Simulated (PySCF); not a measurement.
## Run report: C2H2F4, frequency calculation

The run: frequency calculation of C2H2F4. Method and program: PBE0/pcSseg-1 displacements along normal modes, gas phase (PySCF 2.14.0).

The input sets isotopic masses.

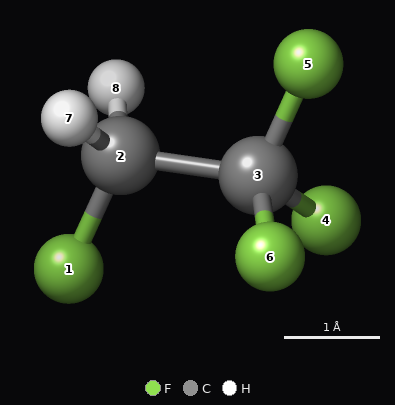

Fig. 1: The input geometry (ball-and-stick view, seen at a tilt; atoms are numbered from 1 in the order of the input). Bond lengths as drawn: C–C 1.51 Å, C–F 1.33 to 1.37 Å and C–H 1.09 Å.

## Key numbers

```tsv
quantity	value
outcome	converged
wavenumbers, lowest and highest	95 and 2351 cm⁻¹
hardware	1 CPU thread, shared host
wall time	2.5 min
peak memory	0.61 GiB
```

## Input file
```
{"job": {"xc": "PBE0", "basis": "pcSseg-1", "grid": 2, "temperatures": [250, 400], "kind": "vib", "mass_numbers": [19, 12, 12, 19, 19, 19, 2, 2]}, "charge": 0, "multiplicity": 1}
F      1.302877     0.044341    -1.217666
C      0.785186     0.111054     0.044714
C     -0.711814    -0.087684    -0.015547
F     -1.033498    -1.275532    -0.530346
F     -1.212685    -0.022553     1.227105
F     -1.307172     0.852095    -0.751800
H      0.992804     1.094455     0.479229
H      1.220531    -0.678528     0.666051
```

The first line tells a small driver script what to run in PySCF; the rest is the geometry in Å.

Command:
```bash
OMP_NUM_THREADS=1 python <driver script> task.json out
```

## Log
```
mode    cm-1    km/mol   phi_rrr   E(+)/cm-1  E(-)/cm-1
  1     94.66     4.84     -11.4      19.43      19.50
  2    214.92     3.53     -14.8      38.34      39.30
  3    316.51     0.09      -0.1      57.53      57.21
  4    408.51     0.82     -29.3      72.39      74.69
  5    517.33     4.30      -0.5      93.19      93.18
  6    538.02    11.50     -36.2      95.67      98.14
  7    652.04    27.97     -13.5     116.89     117.86
  8    819.65     3.71      89.3     150.87     144.31
  9    827.40    20.85       1.2     149.19     149.08
 10    927.94     1.21       0.1     167.53     167.08
 11   1007.14    11.00     -99.1     178.04     184.77
 12   1097.77    28.52      48.1     199.45     195.99
 13   1182.48   199.78     212.8     220.96     205.56
 14   1238.34   233.79     175.6     229.54     216.86
 15   1261.65   288.55      -2.3     227.37     227.53
 16   1388.78   131.66    -169.3     244.13     256.25
 17   2248.38     9.86    -805.5     377.13     434.99
 18   2350.84     6.74       4.0     424.88     424.60
```

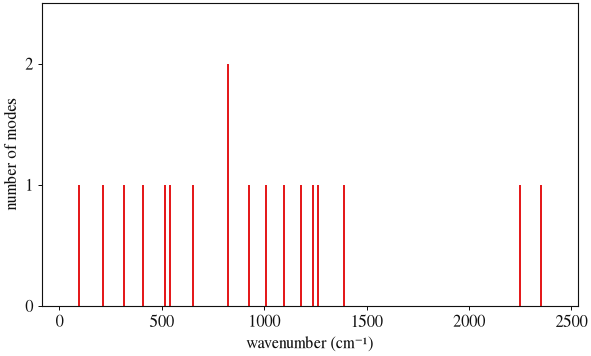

Fig. 2: Harmonic vibrational wavenumbers from the force constants; neighbouring modes closer than 10 cm⁻¹ are counted in one stick. 18 modes from 95 to 2351 cm⁻¹, none imaginary.
